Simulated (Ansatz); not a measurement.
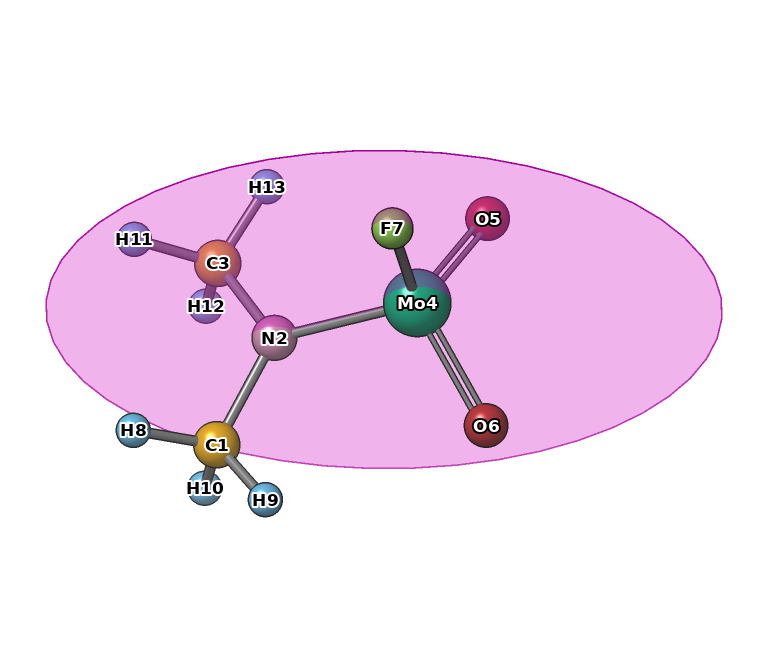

A disc through the centre of mass is drawn in. Depth is shown by fading: the farther an atom, the more it takes the colour of the background. The species is neutral and a spin singlet. Computed geometry: PBE0-D4/def2-TZVP optimisation.

Is the plane of the disc a mirror plane of the structure?

Answer. Yes. The reflection leaves N2, Mo4, F7 in place and moves C1 ↔ C3; O5 ↔ O6; H8 ↔ H11; H9 ↔ H13; H10 ↔ H12. The point group is Cs.
